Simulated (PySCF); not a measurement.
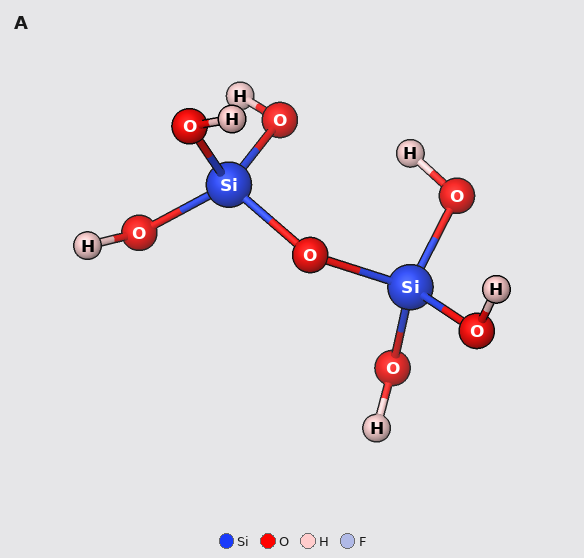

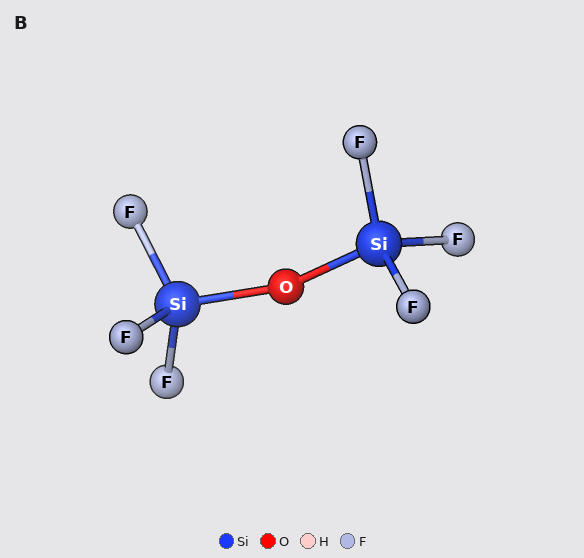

Two related species, optimised with PBE0-D3(BJ)/def2-SVP; properties computed with PySCF 2.14.0. Both: charge 0, singlet.

Question: Identify both.

Answer: A is [(OH)3Si]2O (O[Si](O)(O)O[Si](O)(O)O), B is (F3Si)2O (F[Si](F)(F)O[Si](F)(F)F).

Compare them. With PBE0/pcSseg-1: dipole moment (D), HOMO–LUMO gap (eV), HOMO energy (Kohn–Sham orbital) (eV). With ωB97X-D/def2-SVPD: lowest vertical singlet excitation (eV), mean static polarisability (bohr³).

```csv
quantity,A,B
dipole moment (D),3.41,0.13
HOMO–LUMO gap (eV),9.15,11.50
HOMO energy (Kohn–Sham orbital) (eV),−8.91,−11.86
lowest vertical singlet excitation (eV),8.12,10.11
mean static polarisability (bohr³),69.0,44.6
```

Each is one conformer, and no frequency run is at hand to confirm it as a minimum.
